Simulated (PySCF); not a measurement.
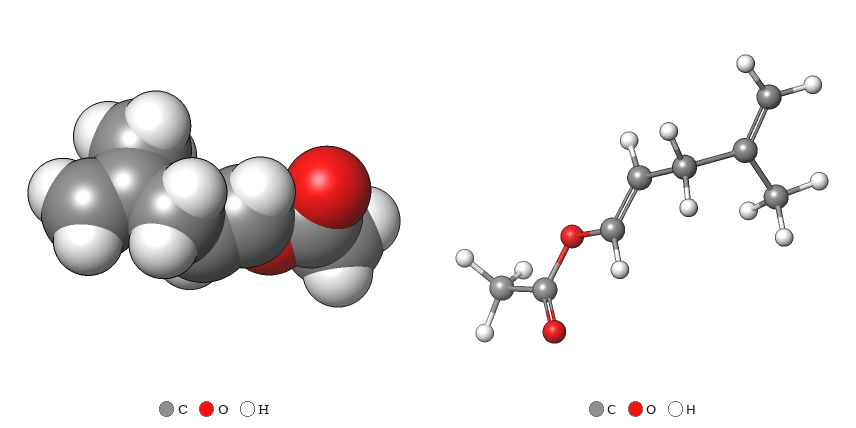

Two views of one molecule.

Computed geometry: PBE0-D3(BJ)/def2-SVP optimisation. No frequency run is at hand to confirm it as a minimum.

Which formula does it have?

Answer. C8H12O2, 22 atoms: 8 carbon, 12 hydrogen and 2 oxygen.

Does it have rings?

Answer. It has no ring.

Give the symmetry (Schoenflies symbol).

Answer. C1.

More results for the same structure follow; atom numbers are the same in all pictures, views and colours differ.

**Shape**

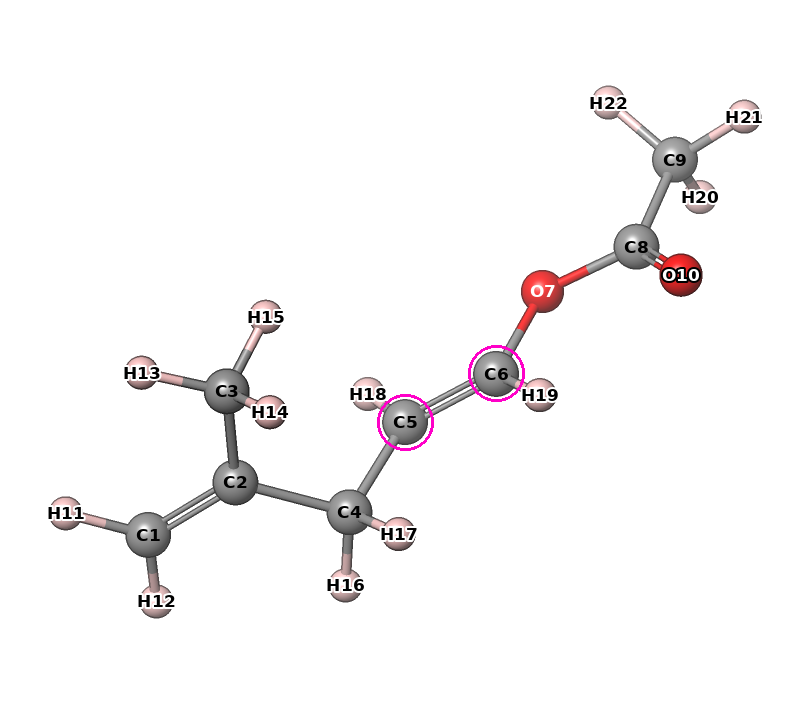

Atoms fade into the background with distance from the viewer. Circles mark the stereogenic atoms. No frequency run is at hand to confirm it as a minimum.

Give the R/S and E/Z labels.

Answer. C5=C6: E.

**Quadrupole coupling**

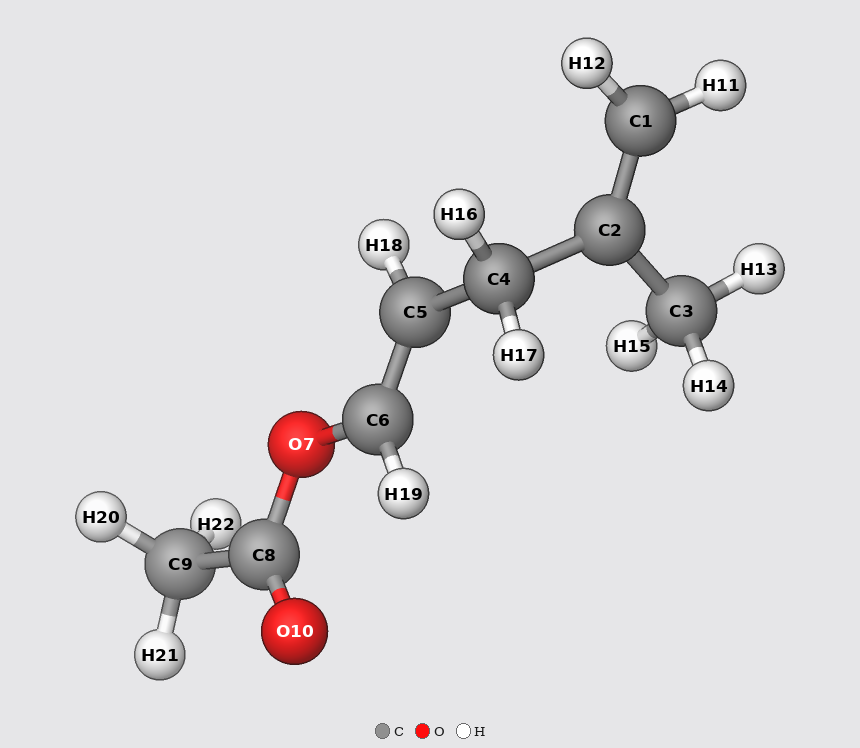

No frequency run is at hand to confirm it as a minimum. Electric field gradients from the ground-state density, PBE0/pcSseg-1 in chloroform (IEF-PCM) (PySCF 2.14.0), non-relativistic apart from any core potentials.

Give the largest field-gradient component, the quadrupole coupling constant and the asymmetry for 17O at O7 (Q = −25.6 mb), 17O at O10 (Q = −25.6 mb), 2H at H11 (Q = 2.86 mb), 2H at H12 (Q = 2.86 mb), 2H at H13 (Q = 2.86 mb), 2H at H14 (Q = 2.86 mb).

```json
{"atom": "O7", "V_zz (a.u.)": "1.632", "e²qQ/h (MHz)": "−9.81", "η": "0.22"}
{"atom": "O10", "V_zz (a.u.)": "−1.595", "e²qQ/h (MHz)": "9.59", "η": "0.16"}
{"atom": "H11", "V_zz (a.u.)": "0.307", "e²qQ/h (MHz)": "0.206", "η": "0.07"}
{"atom": "H12", "V_zz (a.u.)": "0.306", "e²qQ/h (MHz)": "0.205", "η": "0.07"}
{"atom": "H13", "V_zz (a.u.)": "0.294", "e²qQ/h (MHz)": "0.198", "η": "0.03"}
{"atom": "H14", "V_zz (a.u.)": "0.287", "e²qQ/h (MHz)": "0.193", "η": "0.03"}
```

**NMR shielding**

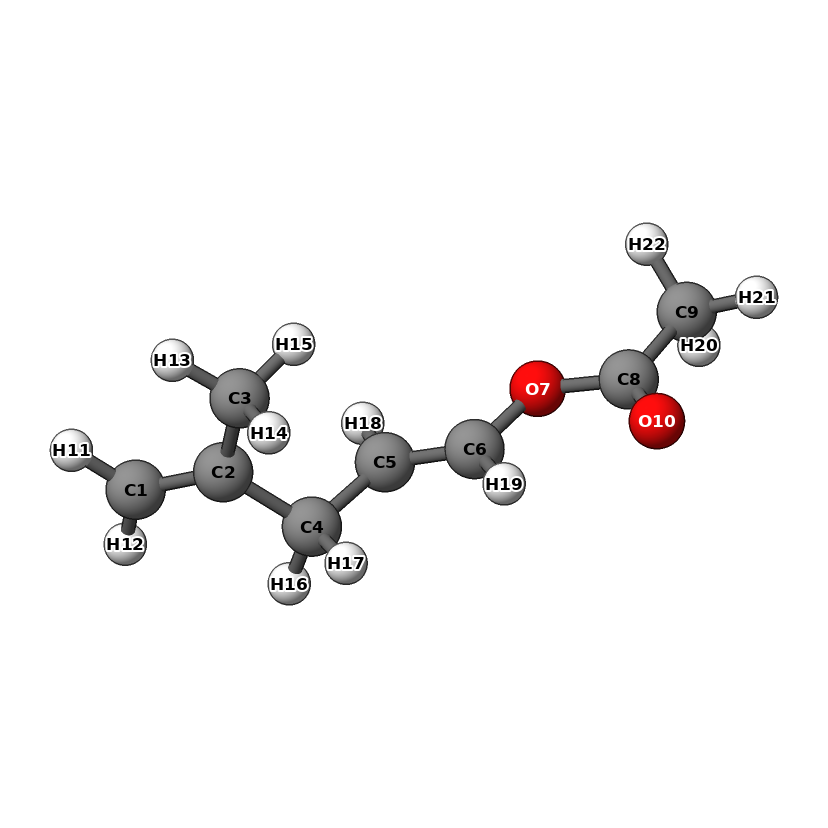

No frequency run is at hand to confirm it as a minimum. Level of theory: GIAO PBE0/pcSseg-1 NMR shielding, non-relativistic, IEF-PCM chloroform (PySCF 2.14.0). Principal shieldings σ11 ≤ σ22 ≤ σ33, span Ω = σ33 − σ11, skew κ = 3(σiso − σ22)/Ω.

Which C atom has the most anisotropic shielding?

Answer. C2, with a span of 255 ppm.

Give the shielding tensors of the C atoms.

```
atom    σ11    σ22    σ33   σiso      Ω      κ
  C1  −36.4   96.1  137.5   65.7  173.9  −0.52
  C2  −96.8   26.3  158.2   29.2  255.0   0.03
  C3  145.9  154.3  183.7  161.3   37.8   0.55
  C4  127.4  140.2  163.5  143.7   36.2   0.29
  C5  −30.0   76.0  149.3   65.1  179.2  −0.18
  C6  −64.3   74.7  114.3   41.6  178.7  −0.56
  C8  −93.6   59.5   70.2   12.0  163.8  −0.87
  C9  141.1  153.8  192.7  162.5   51.6   0.51
```

Shieldings and span in ppm.

**Electronic properties**

No frequency run is at hand to confirm it as a minimum. Method: PBE0/pcSseg-1 in chloroform (IEF-PCM) (PySCF 2.14.0).

Computed properties:

- dipole moment: 1.88 D
- HOMO energy (Kohn–Sham orbital): −7.02 eV
- LUMO energy (Kohn–Sham orbital): −0.38 eV
- HOMO–LUMO gap: 6.64 eV
